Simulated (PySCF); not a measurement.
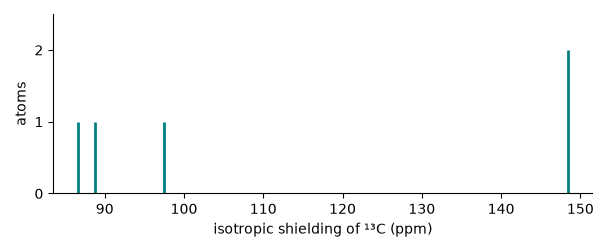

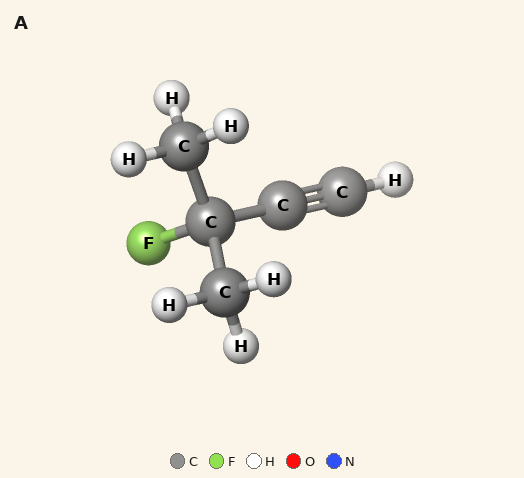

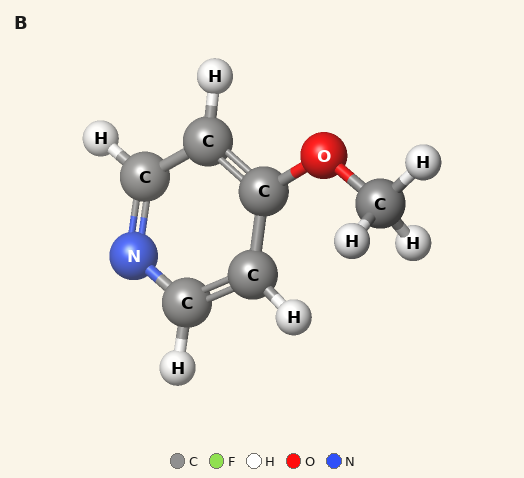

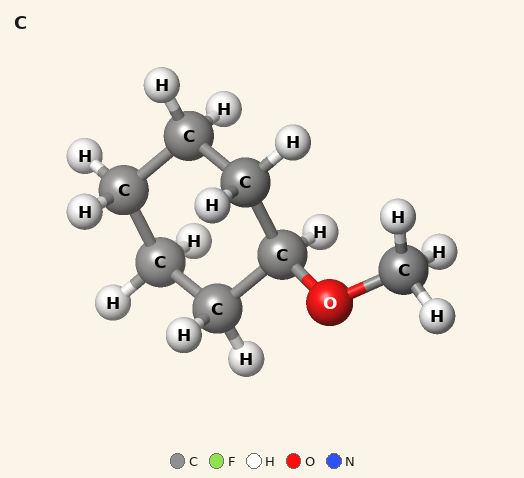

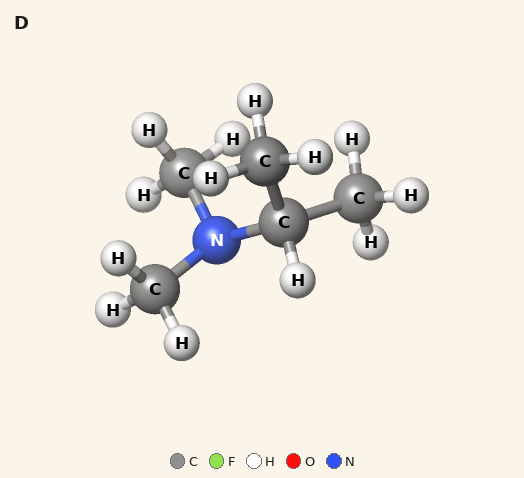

The sticks are computed shieldings of one of the molecules, for one fixed geometry (PBE0-D3(BJ)/def2-SVP) without averaging over rotations. Low shielding means a high chemical shift. Method: GIAO LDA/pcSseg-1 NMR shielding, non-relativistic, gas phase (PySCF 2.14.0).

Which molecule gives this pattern?

Answer. A, `C#CC(C)(C)F`. Its 5 C atoms give lines at 86.6, 88.8, 97.4, 148.4 (2 atoms) ppm.
